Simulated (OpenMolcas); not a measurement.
**TiNH2Cl3 (SMILES [NH2][Ti]([Cl])([Cl])[Cl]): levels of theory compared**

Aim: a comparison of 6 runs (HF/STO-3G, B2PLYP/def2-SVP, M06-L/def2-SVP, SVWN5/def2-SVP, TPSS/def2-SVP, revPBE/def2-SVP) of TiNH2Cl3. 

The results are computed with OpenMolcas 26.06.

1 further run of the same task is left out (it didn't finish).

### 1 The system as given

TiNH2Cl3: 7 atoms, total charge 0, spin state singlet. As SMILES, `[NH2][Ti]([Cl])([Cl])[Cl]`. The coordinates come from a PBE0-D4/def2-TZVP relaxation.

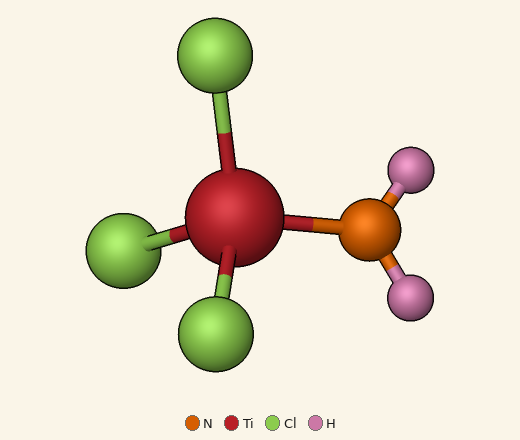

Viewed from a chosen angle; nitrogen orange, titanium red, chlorine green, hydrogen pink.

### 2 Energy and forces at HF/STO-3G (run 1)

geom.xyz reads:

```xyz
7

N     -0.676400     0.479600     0.813100
Ti     0.416000    -0.273300    -0.459100
Cl     1.922500    -1.442100     0.599700
Cl    -0.771400    -1.594700    -1.742800
Cl     1.232300     1.358700    -1.654500
H     -1.200200     1.334700     0.679200
H     -0.861700     0.068900     1.718900
```

run.input reads:

```
&GATEWAY
 BasLib=$CurrDir
 Coord=geom.xyz
 Basis=STO-3G
 Group=NoSym

&SEWARD

&SCF
 Thresholds=1e-10 1e-07 1e-07 1e-05
 PrOrbitals=0

&ALASKA
```

The basis set STO-3G is read from a file made from the Basis Set Exchange's data (not shown).

Started as:

```
$ export MOLCAS_MEM=1860
$ pymolcas run.input > run.log
```

Log:

```text
--- Start Module: gateway ---
[...]
--- Stop Module: gateway /rc=_RC_ALL_IS_WELL_ ---
[...]
      Basis functions           52
[...]
--- Start Module: scf ---
[...]
       Convergence after  12 Iterations
[...]
::    Total SCF energy                              -2258.8354699579
[...]
      Total spin, S                                     0.0000000000
[...]
      Total electronic charge=   82.000000
      Total            charge=   -0.000000
[...]
      Dipole Moment (debye):
      Origin of the operator (angstrom)=    0.5433   -0.3769   -0.6279
                   X= -1.8173E+00               Y=  1.4260E+00               Z=  2.3471E+00           Total=  3.2932E+00
      Quadrupole Moment (debye*angstrom):
[...]
 *              Molecular gradients               *
 **************************************************
  Irreducible representation: a
 ------------------------------------------------------------------------------------------
                              X                       Y                       Z
 ------------------------------------------------------------------------------------------
  N1               -1.73701274060853E-02    1.06576474163003E-02    1.84678368846036E-02
  TI2               8.98142956532899E-03   -1.20278264657125E-03   -3.90779199248215E-03
  CL3              -1.81506417498412E-03    6.14406830006686E-04    5.36784965106563E-04
  CL4              -2.51387156916039E-03   -5.14866626826205E-04    8.75402115312340E-05
  CL5              -1.61415289790945E-03   -7.44040714195648E-06    1.06100613655968E-03
  H6                8.66663052482863E-03   -1.03957159487855E-02   -3.50735521109889E-03
  H7                5.66515595794903E-03    8.48751383028867E-04   -1.27380209943810E-02
 ------------------------------------------------------------------------------------------
[...]
```

Wall time 2.6 s (1 thread of Intel Xeon 6975P-C (Granite Rapids), shared host); peak memory 0.38 GiB.

### 3 The energy at B2PLYP/def2-SVP (run 2)

calc.inp reads:

```
* Cl3H2NTi Kohn-Sham DFT

&GATEWAY
 BASLIB = $CurrDir
 COORD
 7
 bohr
 N     -1.27821075     0.90631265     1.53653631
 Ti     0.78612607    -0.51646215    -0.86757326
 Cl     3.63299847    -2.72517404     1.13326876
 Cl    -1.45773473    -3.01354625    -3.29341469
 Cl     2.32870950     2.56757089    -3.12655187
 H     -2.26804929     2.52221746     1.28350198
 H     -1.62837700     0.13020213     3.24825024
 BASIS = def2-SVP
 GROUP = NoSym

&SEWARD
 GRIDINPUT
 Grid=UltraFine
 End of Grid

&SCF
 KSDFT = B2PLYP_SCF
 THRESHOLDS = 1e-10 1e-07 1e-07 1e-05
 PRORBITALS = 1 1

&MBPT2
 FROZEN = 21
```

The basis set def2-SVP is read from a file made from the Basis Set Exchange's data (not shown).

Started as:

```
$ export MOLCAS_MEM=1860
$ pymolcas calc.inp > calc.log
```

Log:

```text
--- Start Module: gateway ---
[...]
--- Stop Module: gateway /rc=_RC_ALL_IS_WELL_ ---
[...]
      Basis functions          109
[...]
--- Start Module: scf ---
[...]
       Convergence after  17 Iterations
[...]
::    Total KS-DFT energy                           -2284.6689129400
[...]
      Total spin, S                                     0.0000000000
[...]
      Total electronic charge=   82.000000
      Total            charge=   -0.000000
[...]
      Dipole Moment (debye):
      Origin of the operator (angstrom)=    0.5433   -0.3769   -0.6279
                   X= -1.7347E+00               Y=  1.4053E+00               Z=  2.2984E+00           Total=  3.2042E+00
      Quadrupole Moment (debye*angstrom):
[...]
--- Stop Module: scf /rc=_RC_ALL_IS_WELL_ ---
[...]
--- Start Module: mbpt2 ---
[...]
 ###    WARNING: MP2 implementation intended for RHF references only         ###
 ###############################################################################
MBPT2 WARNING: Reference function according to RunFile:KS-DFT
I'll assume you know what you're doing and continue
WARNING!
Default frozen orbitals as non valence orbitals is overwritten by user input.
Default values:  22
[...]
       Reference weight ( Cref**2 )         =        0.62383
::    Total MBPT2 energy                            -2285.8185034248
[...]
      Total MBPT2 calculations                           0.51      0.58
--- Stop Module: mbpt2 /rc=_RC_ALL_IS_WELL_ ---
[...]
```

It took 24 s on 1 thread of Intel Xeon 6975P-C (Granite Rapids), shared host; peak memory 0.64 GiB.

Runs 3 to 5 aren't shown in full; the table further down has their settings and results.

### 4 Energy and gradient at revPBE/def2-SVP (run 6)

test.input reads:

```
&GATEWAY
  BasLib=$CurrDir
  Coord
  7
  angstrom
  N       -0.676400       0.479600       0.813100
  Ti       0.416000      -0.273300      -0.459100
  Cl       1.922500      -1.442100       0.599700
  Cl      -0.771400      -1.594700      -1.742800
  Cl       1.232300       1.358700      -1.654500
  H       -1.200200       1.334700       0.679200
  H       -0.861700       0.068900       1.718900
  Basis=def2-SVP
  Group=NoSym

&SEWARD
  GridInput
  Grid=UltraFine
  End of Grid

&SCF
  KSDFT=revPBE
  Thresholds=1e-10 1e-07 1e-07 1e-05
  PrOrbitals=1

&ALASKA
```

The basis set def2-SVP is read from a file made from the Basis Set Exchange's data (not shown).

Started as:

```
$ export MOLCAS_MEM=1860
$ pymolcas test.input > test.log
```

Log:

```text
--- Start Module: gateway ---
[...]
--- Stop Module: gateway /rc=_RC_ALL_IS_WELL_ ---
[...]
      Basis functions          109
[...]
--- Start Module: scf ---
[...]
       Convergence after  23 Iterations
[...]
::    Total KS-DFT energy                           -2285.3207528854
[...]
      Total spin, S                                     0.0000000000
[...]
      Total electronic charge=   82.000000
      Total            charge=   -0.000000
[...]
      Dipole Moment (debye):
      Origin of the operator (angstrom)=    0.5433   -0.3769   -0.6279
                   X= -1.6403E+00               Y=  1.3700E+00               Z=  2.2265E+00           Total=  3.0862E+00
      Quadrupole Moment (debye*angstrom):
[...]
 *              Molecular gradients               *
 **************************************************
  Irreducible representation: a
 ------------------------------------------------------------------------------------------
                              X                       Y                       Z
 ------------------------------------------------------------------------------------------
  N1               -4.56738783829991E-03    2.49771006506894E-03    4.51741408993378E-03
  TI2              -1.75390808691800E-03    7.30243992849822E-04    1.44763257580660E-03
  CL3              -5.50303357298532E-03    4.27879493920713E-03   -4.10933363640353E-03
  CL4               4.75470623687713E-03    4.81713249805438E-03    4.46224348715774E-03
  CL5              -2.95900213741618E-03   -6.26178872238370E-03    4.28927315521221E-03
  H6                7.22233494227442E-03   -1.12950506259164E-02    1.47870068220216E-03
  H7                2.80629045659264E-03    5.23295785357591E-03   -1.20859303537095E-02
 ------------------------------------------------------------------------------------------
[...]
```

It took 37 s on 1 thread of Intel Xeon 6975P-C (Granite Rapids), shared host; peak memory 0.64 GiB.

### 5 The series

```
run            level      task  frozen core orbitals   energy (Eh)  dipole moment (D)  HOMO energy (eV)  LUMO energy (eV)  wall time
  1        HF/STO-3G  gradient                     –  -2258.835470               3.29            -10.08              5.33      2.6 s
  2  B2PLYP/def2-SVP    energy                    21  -2284.979302               3.20             -9.54             -1.69       24 s
  3   M06-L/def2-SVP  gradient                     –  -2285.689589               3.23             -7.34             -4.10       47 s
  4   SVWN5/def2-SVP  gradient                     –  -2278.776319               3.07             -6.95             -4.03       26 s
  5    TPSS/def2-SVP  gradient                     –  -2285.806619               3.17             -7.03             -3.97       52 s
  6  revPBE/def2-SVP  gradient                     –  -2285.320753               3.09             -6.84             -3.87       37 s
```

### 6 What came out

| quantity | value |
| --- | --- |
| run 6: total energy | -2285.32075 Eh |
| run 6: dipole moment | 3.09 D |
| run 6: HOMO energy | -6.84 eV |
| run 6: LUMO energy | -3.87 eV |
| run 6: HOMO–LUMO gap | 2.96 eV |
| run 6: largest force on an atom | 0.694 eV/Å |

**Reading.** The dipole moment (its size) runs from 3.07 D (SVWN5/def2-SVP) to 3.29 D (HF/STO-3G). The two ends differ in method and basis. The HOMO–LUMO gap runs from 2.93 eV (SVWN5/def2-SVP) to 15.41 eV (HF/STO-3G). For B2PLYP the log adds the whole second-order term; the table takes 0.27 of it, as the functional is defined. Totals of different functionals can't be ranked against each other. In run 1 the basis is minimal, so the values are rough. All runs together took 3.2 min, the longest 52 s.
